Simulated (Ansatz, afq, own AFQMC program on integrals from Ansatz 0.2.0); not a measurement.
# GeNH3 (triplet): AFQMC on the coupled-cluster ladder at scale of all distances = 1.120, cc-pVDZ

How near does AFQMC come to the top of the ladder for GeNH3 (triplet)?

Method: cc-pVDZ, frozen cores; program: Ansatz 0.2.0, Gaussian basis, and an in-house AFQMC program (afq) on its integrals; all values are calculated.

The runs, in order: PBE (unrestricted); r2SCAN (unrestricted); PBE0 (unrestricted); B3LYP (unrestricted); wB97M-V (unrestricted); B2PLYP (unrestricted); CCSD(T) on UHF; Phaseless AFQMC, CISD trial on UHF; Phaseless AFQMC, single-determinant trial on UHF; Free-projection AFQMC, CISD trial on UHF.

1 further run of the same task is left out (it didn't finish).

## (1) The geometry

The geometry derives from a PBE0/def2-TZVP stationary point (not a proven minimum). All distances are scaled together. No spin-orbit coupling is included. The filled d shell of Ge may be among the frozen orbitals whatever the setting's name suggests; the logs give the count.

5 atoms, charge 0, spin multiplicity 3.

Atoms are counted from 1 here; the program's logs count them from 0.

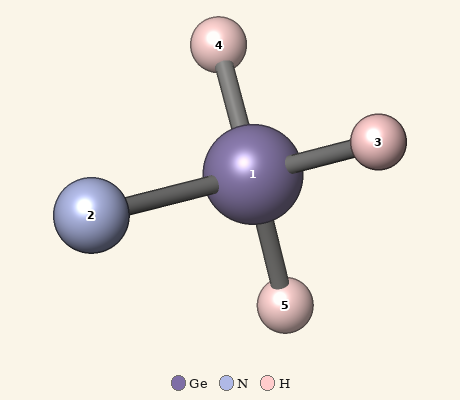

The structure; germanium purple, nitrogen light blue, hydrogen pink; atoms are numbered from 1 in the order of the file.

## (2) PBE (unrestricted)

Input file in.yaml:

```yaml
crystal:
  periodic: [false, false, false]
  atoms:
    - {symbol: Ge, position_ang: [-0.313237, -0.002382, 0.000980]}
    - {symbol: N, position_ang: [1.808446, 0.013752, -0.005658]}
    - {symbol: H, position_ang: [-0.864599, 1.627921, 0.004402]}
    - {symbol: H, position_ang: [-0.841525, -0.825150, 1.417265]}
    - {symbol: H, position_ang: [-0.850404, -0.822211, -1.413669]}
basis:
  gaussian: {orbitals: cc-pVDZ}
magnetization: {spin_polarized: true, initial_magnetization: 2}
hamiltonian: {xc: {name: PBE}}
output: {orbitals: {seedname: orbitals}}
```

Started as:

```bash
$ ansatz run in.yaml --threads 1 --pin off --events-out ev --progress --plain --max-ram 1382MiB
```

What it wrote:

```text
Functional definition: PBE
  name "PBE"
  cite "Perdew, Burke & Ernzerhof, Phys. Rev. Lett. 77, 3865 (1996) doi:10.1103/PhysRevLett.77.3865"
  parent pbe
  parameter kappa = 0.804
  parameter beta = 0.06672455060314922
  exchange = pbe_x(kappa = kappa, mu = beta*pi^2/3)
  correlation = pbe_c(beta = beta)
747 factors; their error is unknown
mean field evaluation 1: about -58039.6853 eV, gradient 1.7e1 eV
mean field evaluation 2: about -58032.2435 eV, gradient 3.7e1 eV
mean field evaluation 4: about -58041.2319 eV, gradient 1.9e0 eV
mean field evaluation 8: about -58041.2518 eV, gradient 2.6e-2 eV
mean field evaluation 16: about -58041.2519 eV, gradient 1.4e-5 eV
mean field -58041.25185251 eV, -2132.9766638063 hartree, gradient 1.4e-5 eV, S^2 2.011445; 0 other end points of the search recorded, 0 dependent functions left out
reference -58041.25188214 eV, -2132.9766648953 hartree; 22, 20 occupied and 34, 36 virtual orbitals, 747 factors
Total energy: -58041.25188214 eV, -2132.9766648953 hartree
```

It took 1.4 s on 1 thread of Arm Neoverse V2, shared host.

From the report: ⟨S²⟩ of the determinant 2.011 (pure triplet: 2.00).

## (3) r2SCAN (unrestricted)

Changes to in.yaml since step 2:

```diff
@@ -11,3 +11,2 @@
 magnetization: {spin_polarized: true, initial_magnetization: 2}
-hamiltonian: {xc: {name: PBE}}
-output: {orbitals: {seedname: orbitals}}
+hamiltonian: {xc: {name: r2SCAN}}
```

The command is unchanged.

What it wrote:

```text
Functional definition: r2SCAN
  name "r2SCAN"
  cite "Furness, Kaplan, Ning, Perdew & Sun, J. Phys. Chem. Lett. 11, 8208 (2020) doi:10.1021/acs.jpclett.0c02405"
  cite "Furness, Kaplan, Ning, Perdew & Sun, J. Phys. Chem. Lett. 11, 9248 (2020) doi:10.1021/acs.jpclett.0c03077"
  parent r2scan
  parameter k0 = 0.174
  parameter k1 = 0.065
  parameter a1 = 4.9479
  exchange = r2scan_x(k0 = k0, k1 = k1, a1 = a1)
  correlation = r2scan_c
747 factors; their error is unknown
mean field evaluation 1: about -58049.4517 eV, gradient 1.5e1 eV
mean field evaluation 2: about -58045.9238 eV, gradient 2.7e1 eV
mean field evaluation 4: about -58050.6415 eV, gradient 9.0e-1 eV
mean field evaluation 8: about -58050.6500 eV, gradient 3.0e-2 eV
mean field evaluation 16: about -58050.6393 eV, gradient 6.3e-5 eV
mean field -58050.63926694 eV, -2133.3216449237 hartree, gradient 6.3e-5 eV, S^2 2.025402; 0 other end points of the search recorded, 0 dependent functions left out
reference -58050.63927628 eV, -2133.3216452669 hartree; 22, 20 occupied and 34, 36 virtual orbitals, 747 factors
Total energy: -58050.63927628 eV, -2133.3216452669 hartree
```

It took 4 s on 1 thread of Arm Neoverse V2, shared host.

From the report: ⟨S²⟩ of the determinant 2.025 (pure triplet: 2.00).

## (4) PBE0 (unrestricted)

Changes to in.yaml since step 3:

```diff
@@ -11,2 +11,3 @@
 magnetization: {spin_polarized: true, initial_magnetization: 2}
-hamiltonian: {xc: {name: r2SCAN}}
+hamiltonian: {xc: {name: PBE0}}
+output: {orbitals: {seedname: orbitals}}
```

Launched as before.

What it wrote:

```text
Functional definition: PBE0
  name "PBE0"
  cite "Adamo & Barone, J. Chem. Phys. 110, 6158 (1999) doi:10.1063/1.478522"
  cite "Perdew, Burke & Ernzerhof, Phys. Rev. Lett. 77, 3865 (1996) doi:10.1103/PhysRevLett.77.3865"
  parent pbe
  parameter a = 0.25
  parameter kappa = 0.804
  parameter beta = 0.06672455060314922
  exchange = (1 - a)*pbe_x(kappa = kappa, mu = beta*pi^2/3) + a*exact_x
  correlation = pbe_c(beta = beta)
591 factors; integrals over basis functions are off by at most 1.2e-3 eV
mean field evaluation 1: about -58041.8400 eV, gradient 1.3e1 eV
mean field evaluation 2: about -58040.8087 eV, gradient 1.8e1 eV
mean field evaluation 4: about -58042.8034 eV, gradient 2.8e-1 eV
mean field evaluation 8: about -58042.8292 eV, gradient 2.2e-2 eV
mean field evaluation 16: about -58042.8292 eV, gradient 2.5e-5 eV
mean field -58042.82923097 eV, -2133.0346313954 hartree, gradient 2.5e-5 eV, S^2 2.016273; 0 other end points of the search recorded, 0 dependent functions left out
reference -58042.82925322 eV, -2133.0346322133 hartree; 22, 20 occupied and 34, 36 virtual orbitals, 591 factors
Total energy: -58042.82925322 eV, -2133.0346322133 hartree
```

It took 2.2 s on 1 thread of Arm Neoverse V2, shared host.

From the report: ⟨S²⟩ of the determinant 2.016 (pure triplet: 2.00).

## (5) B3LYP (unrestricted)

Changes to in.yaml since step 4:

```diff
@@ -11,3 +11,2 @@
 magnetization: {spin_polarized: true, initial_magnetization: 2}
-hamiltonian: {xc: {name: PBE0}}
-output: {orbitals: {seedname: orbitals}}
+hamiltonian: {xc: {name: B3LYP}}
```

Launched as before.

What it wrote, shortened:

```text
Functional definition: B3LYP
  name "B3LYP"
  cite "Stephens, Devlin, Chabalowski & Frisch, J. Phys. Chem. 98, 11623 (1994) doi:10.1021/j100096a001"
  cite "Becke, Phys. Rev. A 38, 3098 (1988) doi:10.1103/PhysRevA.38.3098"
  cite "Lee, Yang & Parr, Phys. Rev. B 37, 785 (1988) doi:10.1103/PhysRevB.37.785"
  cite "Vosko, Wilk & Nusair, Can. J. Phys. 58, 1200 (1980) doi:10.1139/p80-159"
[...]
591 factors; integrals over basis functions are off by at most 1.2e-3 eV
[...]
mean field -58053.14248922 eV, -2133.4136366455 hartree, gradient 7.7e-5 eV, S^2 2.014676; 0 other end points of the search recorded, 0 dependent functions left out
reference -58053.14270193 eV, -2133.4136444624 hartree; 22, 20 occupied and 34, 36 virtual orbitals, 591 factors
Total energy: -58053.14270193 eV, -2133.4136444624 hartree
```

Run time: 2.1 s. Hardware: 1 thread of Arm Neoverse V2, shared host.

From the report: ⟨S²⟩ of the determinant 2.015 (pure triplet: 2.00).

## (6) wB97M-V (unrestricted)

Changes to in.yaml since step 5:

```diff
@@ -11,2 +11,3 @@
 magnetization: {spin_polarized: true, initial_magnetization: 2}
-hamiltonian: {xc: {name: B3LYP}}
+hamiltonian: {xc: {name: wB97M-V}}
+output: {orbitals: {seedname: orbitals}}
```

Launched as before.

What it wrote, shortened:

```text
Functional definition: wB97M-V
  name "wB97M-V"
  cite "Mardirossian & Head-Gordon, J. Chem. Phys. 144, 214110 (2016) doi:10.1063/1.4952647"
  cite "Becke, J. Chem. Phys. 107, 8554 (1997) doi:10.1063/1.475007"
  cite "Vydrov & Van Voorhis, J. Chem. Phys. 133, 244103 (2010) doi:10.1063/1.3521275"
  # Of w^i u^j: cxij and so on, Table III.
[...]
  gx(w, u) = 1 - cx + cx01*u + cx10*w
  gss(w, u) = css00 + css04*u^4 + css10*w + css20*w^2 + css43*w^4*u^3
  gos(w, u) = cos00 + cos10*w + (cos20 + cos21*u)*w^2 + (cos60 + cos61*u)*w^6
[...]
      + integral(e_c_pw_mod_opposite_spin*gos(b97_w_opposite, b97_u_opposite)) + vv10(b, c)
591 factors; integrals over basis functions are off by at most 1.2e-3 eV
172 factors; integrals over basis functions are off by at most 5.6e-6 eV
[...]
mean field -58047.62141770 eV, -2133.2107410094 hartree, gradient 6.8e-5 eV, S^2 2.024260; 0 other end points of the search recorded, 0 dependent functions left out
reference -58047.62145183 eV, -2133.2107422638 hartree; 22, 20 occupied and 34, 36 virtual orbitals, 591 factors
Total energy: -58047.62145183 eV, -2133.2107422638 hartree
```

Wall time 9 s (1 thread of Arm Neoverse V2, shared host).

From the report: ⟨S²⟩ of the determinant 2.024 (pure triplet: 2.00).

## (7) B2PLYP (unrestricted)

Changes to in.yaml since step 6:

```diff
@@ -11,3 +11,3 @@
 magnetization: {spin_polarized: true, initial_magnetization: 2}
-hamiltonian: {xc: {name: wB97M-V}}
-output: {orbitals: {seedname: orbitals}}
+hamiltonian: {xc: {name: B2PLYP}}
+correlation: {electrons: outside_noble_gas}
```

Same command.

What it wrote, shortened:

```text
Functional definition: B2PLYP
  name "B2PLYP"
  cite "Grimme, J. Chem. Phys. 124, 034108 (2006) doi:10.1063/1.2148954"
  cite "Becke, Phys. Rev. A 38, 3098 (1988) doi:10.1103/PhysRevA.38.3098"
  cite "Lee, Yang & Parr, Phys. Rev. B 37, 785 (1988) doi:10.1103/PhysRevB.37.785"
[...]
591 factors; integrals over basis functions are off by at most 1.2e-3 eV
[...]
mean field -58036.89754270 eV, -2132.8166458720 hartree, gradient 3.9e-6 eV, S^2 2.027209; 0 other end points of the search recorded, 0 dependent functions left out
15 core orbitals not correlated: weight in the atoms' cores, before any rotation towards them, 0.999 or more for the frozen orbitals, at most 0.001 for the correlated occupied ones
reference -58036.89767903 eV, -2132.8166508822 hartree; 7, 5 occupied and 34, 36 virtual orbitals, 591 factors
second order -6.93211888 eV of doubles, -0.00000000 eV of singles
Total energy: -58038.76935113 eV, -2132.8854335631 hartree
```

It took 2.3 s on 1 thread of Arm Neoverse V2, shared host.

From the report: ⟨S²⟩ of the determinant 2.027 (pure triplet: 2.00).

## (8) CCSD(T) on UHF

Changes to in.yaml since step 7:

```diff
@@ -11,3 +11,2 @@
 magnetization: {spin_polarized: true, initial_magnetization: 2}
-hamiltonian: {xc: {name: B2PLYP}}
-correlation: {electrons: outside_noble_gas}
+correlation: {method: ccsd_t, electrons: outside_noble_gas, hamiltonian_folder: ham}
```

Launched as before.

What it wrote, shortened:

```text
Functional definition: HF
  name "HF"
  cite "Fock, Z. Phys. 61, 126 (1930) doi:10.1007/BF01340294"
  parent pbe
[...]
591 factors; integrals over basis functions are off by at most 1.2e-3 eV
[...]
mean field -57998.89848842 eV, -2131.4202063841 hartree, gradient 4.3e-6 eV, S^2 2.085781; 2 other end points of the search recorded, 0 dependent functions left out
determinant -57998.89848842 eV, -2131.4202063841 hartree, with singles and doubles -58005.54291313 eV, -2131.6643844883 hartree
determinant -57996.46488927 eV, -2131.3307732650 hartree, with singles and doubles -58003.11289080 eV, -2131.5750828149 hartree
determinant -57996.46486804 eV, -2131.3307724845 hartree, with singles and doubles -58003.11289004 eV, -2131.5750827870 hartree
15 core orbitals not correlated: weight in the atoms' cores, before any rotation towards them, 0.999 or more for the frozen orbitals, at most 0.001 for the correlated occupied ones
reference -57998.89848842 eV, -2131.4202063841 hartree; 7, 5 occupied and 34, 36 virtual orbitals, 591 factors
second order -5.39213770 eV of doubles, -0.00000000 eV of singles
cycle   1  -6.64522084 eV  change   -8.0e-4 eV  update   1.6e-3
[...]
cycle   7  -6.64743232 eV  change   -6.0e-6 eV  update   9.5e-6
perturbative correction -0.16751140 eV, -0.0061559305 hartree
Total energy: -58005.71343214 eV, -2131.6706509466 hartree
```

It took 3.9 s on 1 thread of Arm Neoverse V2, shared host.

From the report: ⟨S²⟩ of the determinant 2.086 (pure triplet: 2.00); correlation -6.8149 eV; T1 0.022; largest double amplitude 0.08.

This run also writes the integrals to the folder ham.

## (9) Phaseless AFQMC, CISD trial on UHF

It reads the integrals that the CCSD(T) run on this determinant wrote.

Started as:

```bash
$ afq ham --method phaseless --trial cisd --walkers 60 --populations 1 --least-time 40 --time-step 0.005 --steps-per-block 50 --equilibration-blocks 28 --max-blocks 300 --target-error 0.00042 --factor-cut 1e-05 --start spin_pure --seed 2949 --release-times 0.24,0.51,0.99,1.62,2.4 --release-step 0.03 --release-every 4 --taylor-order 6
```

What it wrote:

```text
orbitals 41  electrons 7 5  factors 320 of 591
reference energy -2131.42020638 Eh
CCSD correlation -0.24428838 Eh in 13 cycles, weight of the determinant in the CISD state 0.8657
energy of the start -2131.661222 Eh
 block  time / (1/Eh)  mean weight  energy / Eh
     1     0.250  0.9984  -2131.659211
     2     0.500  0.9982  -2131.660991
     3     0.750  1.0004  -2131.662978
     4     1.000  0.9975  -2131.664369
     5     1.250  0.9981  -2131.664202
     6     1.500  0.9987  -2131.668053
     7     1.750  0.9997  -2131.666106
     8     2.000  0.9992  -2131.664998
     9     2.250  1.0040  -2131.668958
    10     2.500  0.9992  -2131.668178
    13     3.250  1.0019  -2131.669213
    17     4.250  0.9973  -2131.668379
    21     5.250  0.9987  -2131.667199
    25     6.250  1.0005  -2131.666953
    29     7.250  1.0005  -2131.674335
    33     8.250  1.0008  -2131.668819
    37     9.250  1.0016  -2131.671031
    41    10.250  0.9978  -2131.673983
    45    11.250  0.9988  -2131.669395
    49    12.250  0.9993  -2131.666350
    53    13.250  0.9978  -2131.672459
    57    14.250  0.9993  -2131.669065
    61    15.250  1.0002  -2131.674155
    65    16.250  1.0002  -2131.670394
    69    17.250  1.0019  -2131.670609
    73    18.250  1.0011  -2131.670484
    77    19.250  1.0012  -2131.682964
    81    20.250  0.9993  -2131.670080
    85    21.250  1.0008  -2131.669331
    89    22.250  0.9992  -2131.669109
    93    23.250  1.0005  -2131.670100
    97    24.250  1.0021  -2131.668913
   101    25.250  1.0030  -2131.670058
   105    26.250  0.9998  -2131.675178
   109    27.250  0.9996  -2131.673556
   113    28.250  1.0006  -2131.669444
   117    29.250  0.9985  -2131.673511
   121    30.250  0.9986  -2131.669139
   125    31.250  0.9981  -2131.668846
   129    32.250  1.0002  -2131.673656
   133    33.250  1.0002  -2131.680665
   137    34.250  0.9987  -2131.678340
   141    35.250  0.9990  -2131.671325
   145    36.250  1.0013  -2131.674593
   149    37.250  1.0005  -2131.669536
   153    38.250  1.0031  -2131.669303
   157    39.250  1.0011  -2131.677102
   161    40.250  0.9982  -2131.673085
   165    41.250  0.9986  -2131.668696
   169    42.250  1.0001  -2131.673386
   173    43.250  0.9993  -2131.668721
   177    44.250  0.9982  -2131.669522
   181    45.250  0.9970  -2131.670766
   185    46.250  0.9989  -2131.670483
blocks merged  error / Eh  count
     1  0.000247  160
     2  0.000292  80
     4  0.000344  40
     8  0.000340  20
    16  0.000280  10
released: time / (1/Eh)  energy / Eh  error  mean overlap
  0.24  -2131.672477  0.000499  1.0016
  0.51  -2131.672996  0.000505  0.9846
  0.99  -2131.672323  0.000477  0.9981
  1.62  -2131.672623  0.000677  0.9910
  2.40  -2131.672459  0.000596  0.9818
energy -2131.672100 +/- 0.000344 Eh
```

It took 5.9 min on 1 thread of Arm Neoverse V2, shared host.

Energy -58005.7529 ± 0.0094 eV. Caveats: constraint bias not in the error.

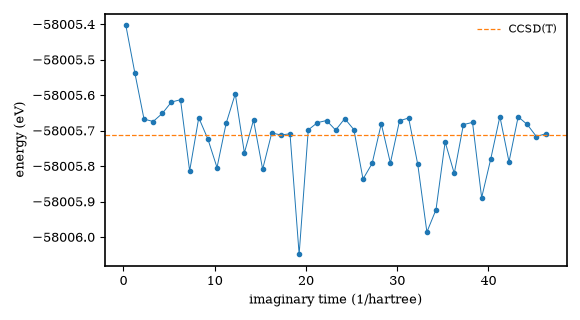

Block energies along the walk.

## (10) Phaseless AFQMC, single-determinant trial on UHF

It reads the integrals that the CCSD(T) run on this determinant wrote.

Started as:

```bash
$ afq ham --method phaseless --trial hf --walkers 120 --populations 1 --least-time 40 --time-step 0.005 --steps-per-block 20 --equilibration-blocks 112 --max-blocks 600 --target-error 0.00126 --factor-cut 1e-05 --start spin_pure --seed 8857 --taylor-order 6
```

What it wrote:

```text
orbitals 41  electrons 7 5  factors 320 of 591
reference energy -2131.42020638 Eh
CCSD correlation -0.24428838 Eh in 13 cycles, weight of the determinant in the CISD state 0.8657
energy of the start -2131.422747 Eh
 block  time / (1/Eh)  mean weight  energy / Eh
     1     0.100  1.0005  -2131.476839
     2     0.200  1.0009  -2131.511145
     3     0.300  1.0000  -2131.532907
     4     0.400  1.0038  -2131.563378
     5     0.500  1.0018  -2131.585136
     6     0.600  1.0033  -2131.601324
     7     0.700  0.9999  -2131.616544
     8     0.800  1.0025  -2131.624267
     9     0.900  1.0004  -2131.627931
    10     1.000  1.0016  -2131.620964
    18     1.800  0.9985  -2131.660325
    35     3.500  0.9999  -2131.649013
    52     5.200  0.9998  -2131.656901
    69     6.900  1.0012  -2131.701369
    86     8.600  1.0027  -2131.687825
   103    10.300  1.0021  -2131.669939
   120    12.000  1.0003  -2131.650521
   137    13.700  0.9990  -2131.668875
   154    15.400  1.0016  -2131.673748
   171    17.100  1.0001  -2131.658486
   188    18.800  1.0002  -2131.670373
   205    20.500  0.9999  -2131.676560
   222    22.200  0.9999  -2131.672157
   239    23.900  1.0000  -2131.680660
   256    25.600  0.9982  -2131.676940
   273    27.300  1.0000  -2131.686012
   290    29.000  1.0002  -2131.668954
   307    30.700  0.9996  -2131.668096
   324    32.400  1.0010  -2131.706599
   341    34.100  1.0026  -2131.686644
   358    35.800  1.0005  -2131.652878
   375    37.500  1.0015  -2131.641439
   392    39.200  0.9989  -2131.637389
   409    40.900  1.0003  -2131.656629
   426    42.600  1.0010  -2131.690588
   443    44.300  0.9992  -2131.673939
   460    46.000  1.0000  -2131.648551
   477    47.700  0.9996  -2131.655889
   494    49.400  0.9989  -2131.661618
   511    51.100  1.0022  -2131.675435
   528    52.800  1.0005  -2131.657932
   545    54.500  1.0004  -2131.637851
   562    56.200  0.9993  -2131.685904
   579    57.900  0.9994  -2131.660534
   596    59.600  0.9999  -2131.682546
   613    61.300  1.0004  -2131.672115
   630    63.000  1.0005  -2131.667643
   647    64.700  0.9992  -2131.690407
   664    66.400  1.0004  -2131.709716
   681    68.100  0.9987  -2131.643195
   698    69.800  1.0005  -2131.672700
blocks merged  error / Eh  count
     1  0.000648  600
     2  0.000864  300
     4  0.001115  150
     8  0.001409  75
    16  0.001725  37
    32  0.001922  18
    64  0.001457  9
energy -2131.669138 +/- 0.001922 Eh
```

It took 5.2 min on 1 thread of Arm Neoverse V2, shared host.

Energy -58005.6723 ± 0.0523 eV. Caveats: constraint bias not in the error; error above the target.

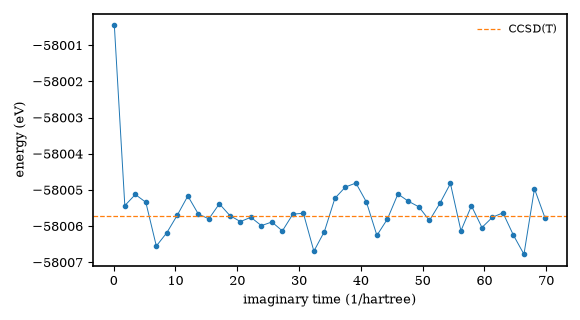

Block energies along the walk.

## (11) Free-projection AFQMC, CISD trial on UHF

It reads the integrals that the CCSD(T) run on this determinant wrote.

Started as:

```bash
$ afq ham --method free --trial cisd --walkers 60 --time-step 0.03 --max-blocks 80 --target-error 0.00042 --factor-cut 1e-05 --seed 662 --times 0,0.21,0.42,0.81,1.2,1.8,2.4,3 --taylor-order 8
```

What it wrote:

```text
orbitals 41  electrons 7 5  factors 320 of 591
reference energy -2131.42020638 Eh
CCSD correlation -0.24428838 Eh in 13 cycles, weight of the determinant in the CISD state 0.8657
repeat  energy at the last time / Eh  error
    10  -2131.672151  0.001043
    20  -2131.672157  0.001040
    30  -2131.671552  0.000779
    40  -2131.672288  0.000738
    50  -2131.672747  0.000661
    60  -2131.672615  0.000624
    70  -2131.672282  0.000538
    80  -2131.672354  0.000506
time / (1/Eh)  energy / Eh  error  mean overlap
  0.00  -2131.664646  0.000198  1.1556
  0.21  -2131.667908  0.000205  1.1515
  0.42  -2131.669526  0.000212  1.1514
  0.81  -2131.670938  0.000236  1.1510
  1.20  -2131.671663  0.000261  1.1484
  1.80  -2131.672270  0.000345  1.1566
  2.40  -2131.672180  0.000412  1.1703
  3.00  -2131.672354  0.000506  1.1788
energy -2131.672354 +/- 0.000506 Eh
```

It took 5.3 min on 1 thread of Arm Neoverse V2, shared host.

Energy -58005.7598 ± 0.0138 eV. Caveats: remainder of the start not in the error.

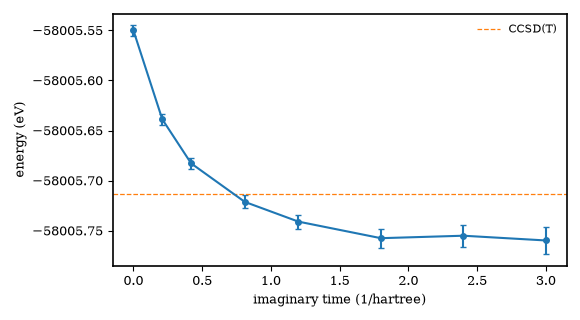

Energy against projection time, with error bars.

## (12) AFQMC on the ladder

On the UHF determinant, counted from CCSD(T) (a yardstick, not exact):

```
                                                             level  energy (eV)  from CCSD(T) (meV)  statistical error (meV)     time
                                                                HF  -57998.8985             +6814.9                                  
                                                               MP2  -58004.2906             +1422.8                                  
                                                              CCSD  -58005.5459              +167.5                                  
                                                           CCSD(T)  -58005.7134                 0.0                                  
               Phaseless AFQMC, CISD trial, step 0.005, 60 walkers  -58005.7529               -39.4                      9.4  5.9 min
Phaseless AFQMC, single-determinant trial, step 0.005, 120 walkers  -58005.6723               +41.2                     52.3  5.2 min
          Free-projection AFQMC, CISD trial, step 0.03, 60 walkers  -58005.7598               -46.3                     13.8  5.3 min
```

The functionals' totals stand on their own zeros and serve differences with other points: PBE -58041.252 eV; r2SCAN -58050.639 eV; PBE0 -58042.829 eV; B3LYP -58053.143 eV; wB97M-V -58047.621 eV; B2PLYP -58038.769 eV.

## (13) Outcome

| quantity | value |
| --- | --- |
| Phaseless AFQMC, CISD trial on UHF from CCSD(T) | -39.4 ± 9.4 meV |
| Phaseless AFQMC, single-determinant trial on UHF from CCSD(T) | +41.2 ± 52.3 meV |
| Free-projection AFQMC, CISD trial on UHF from CCSD(T) | -46.3 ± 13.8 meV |

**Reading.** On UHF the phaseless walk with the CISD trial lies -39.4 meV from CCSD(T), 4 times its error bar. Free projection has no constraint; at the last time it gives -46.3 ± 13.8 meV, and from a start that isn't spin pure other spins can mix in. Error bars are statistical and leave out the constraint, the time step and what remains of the start.
